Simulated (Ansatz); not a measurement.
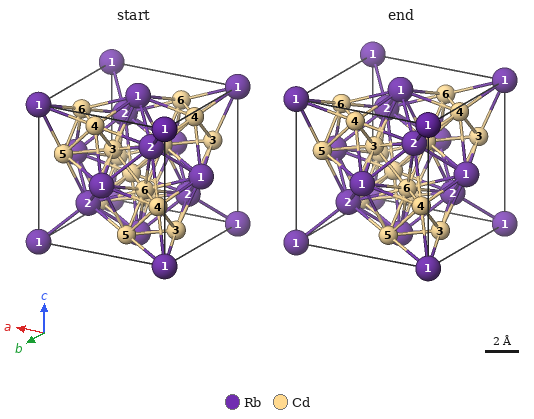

The structure of crystalline RbCd2 (built on the cubic Laves (C15)_227 type) before (left) and after (right) a relaxation, at one scale.

The picture is a ball-and-stick view of the conventional cell (4 times the calculation's cell), seen from a free direction. Lengths and directions refer to the drawn axes.

Case: cubic Laves (C15) type (Fd-3m, No. 227).

Theory: DFT PBE, scalar-relativistic, plane waves, PAW in Ansatz 0.2.0. (plane-wave cutoff 420 eV; k-point mesh 8 × 8 × 8; occupations gaussian; smearing width 0.1 eV; no spin polarisation; cell and atoms relaxed; force threshold 0.01 eV/Å; at most 80 steps)

**Summarise the run.**

Over 3 accepted moves (4 points after the start) the energy falls by 35.0 meV per atom. All forces vanish by symmetry, so only the cell relaxes. Pressure: 2.95 GPa at the start and 0.01 GPa at the end. At 1 point the geometry stayed and the basis and grid were re-selected for the new cell (energy shift of 0.6 meV per atom at most each time). No atom moves by more than 0.005 Å relative to the cell. The drawn cell changes as follows: a = b = c 8.947 → 9.362 Å (+4.6 %); the volume changes by +14.6 %. Some distances before and after: Rb1–Rb2 3.874 → 4.054 Å, Rb1–Cd3 3.709 → 3.881 Å, Cd3–Cd4 3.163 → 3.310 Å. The space group stays Fd-3m (No. 227). The run took 82 s on 1 thread of Arm Neoverse V1, on a shared host, peak memory 0.58 GiB.
